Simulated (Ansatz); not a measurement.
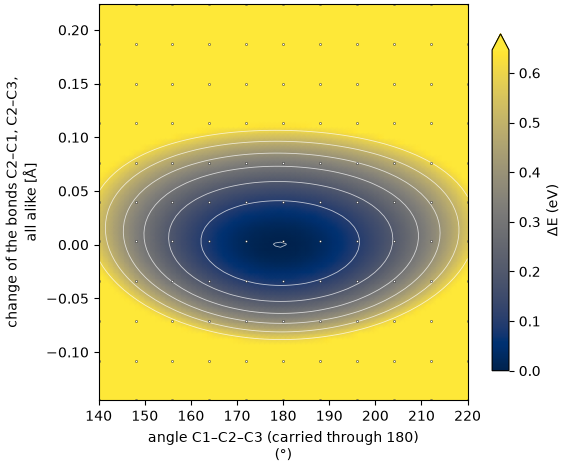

C₃H₃ClSe, SMILES C=C=C(Cl)[SeH]. First axis: angle C1–C2–C3 (carried through 180). Second axis: change of the bonds C2–C1, C2–C3, all alike. Nothing is relaxed (all other coordinates rigid). Grid: 11 × 11 points. Points are written as (first, second). Energies: eV, counted from the lowest grid point. Method: Ansatz, RKS PBE-D4/def2-SVP.

Drawn: a smooth colour map with a few white contour lines, dots at the grid points, one colour for all values above the top of the scale. Between grid points the surface is interpolated.

**Estimate the position of the minimum and the force constants in these coordinates.**

The interpolated minimum is at the first coordinate ≈ 179°, the second coordinate ≈ 0.000 Å. The curvatures there are about 2.2 eV/rad² and 129 eV/Å², with a cross term of about 0 eV/(rad·Å). Round the minimum the two coordinates are nearly uncoupled.
